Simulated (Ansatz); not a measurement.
## Electronic structure of BrF₃Zr (SMILES [F][Zr]([F])([F])[Br]) in real space

```xyz
5

Br   -1.1960   -1.2252   -1.6707
F    -0.7644   -0.1693    1.7519
F     1.8391   -0.5995    0.1764
F     0.1044    1.8781   -0.3691
Zr    0.0667    0.0422    0.0699
```

Geometry: PBE0-D4/def2-SVP; core potentials replace the inner electrons of Zr.

These are results of Ansatz, isolated molecule in a Gaussian basis; Kohn-Sham density functional theory, functional PBE0, not measurements.

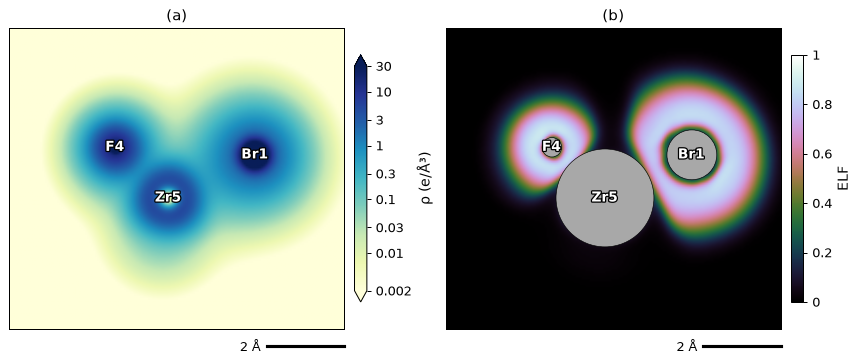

Figure 1. (a) electron density; (b) electron localisation function on the plane of atoms Br1, Zr5 and F4. Grey discs cover the atomic cores in the ELF map.

> Interpret the plot.

The section cuts through Br, F and Zr sites. Zr–F (1.89 Å): ρ is about 0.99 e/Å³ halfway; the ELF peaks at about 0.85 in the valence shell of F, 0.5 Å from its nucleus, and drops to about 0.25 between the two atoms. Zr–Br (2.50 Å): the density is about 0.55 e/Å³ at the midpoint; the ELF peaks at about 0.75 in the valence shell of Br, 1.0 Å from its nucleus, and is about 0.45 at the midpoint.

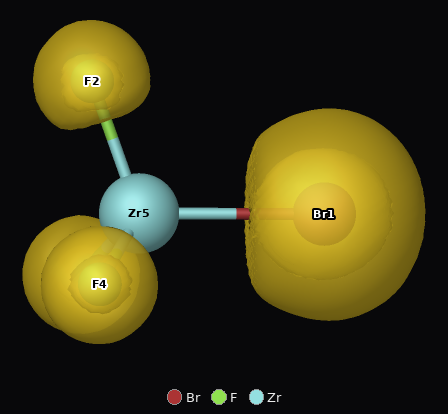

Figure 2. Isosurface of the electron localisation function at 0.75 (yellow), seen across its widest extent. Core shells and regions of very low density are left out.

> Describe the localisation domains.

The ELF exceeds this value in one region wrapped around Br (its valence shell) and three regions wrapped around F (the valence shell of each).

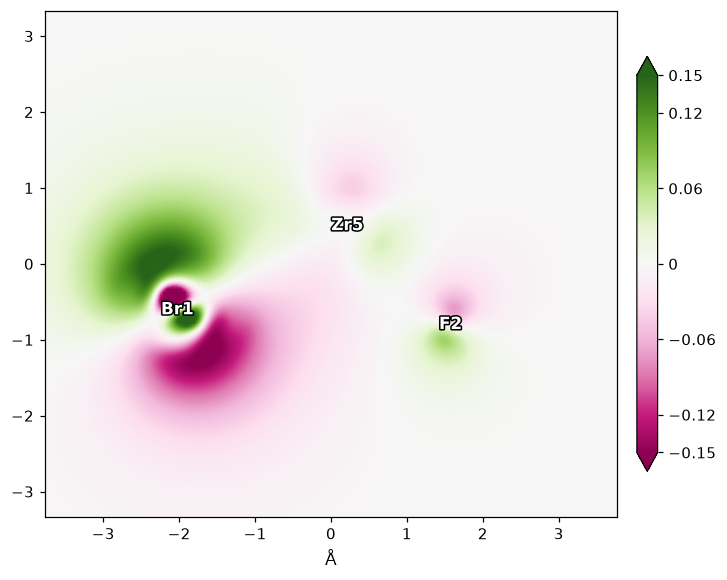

Figure 3. The HOMO on the plane of atoms Br1, Zr5 and F2 (values in Å⁻³ᐟ²; the overall sign is arbitrary).

> Describe this orbital and give its energy.

Its weight (Hirshfeld) is mainly on Br1 (about 90 %); largely a lone pair of Br1. It is one of a degenerate set, so its orientation is arbitrary. Its energy is −9.27 eV.
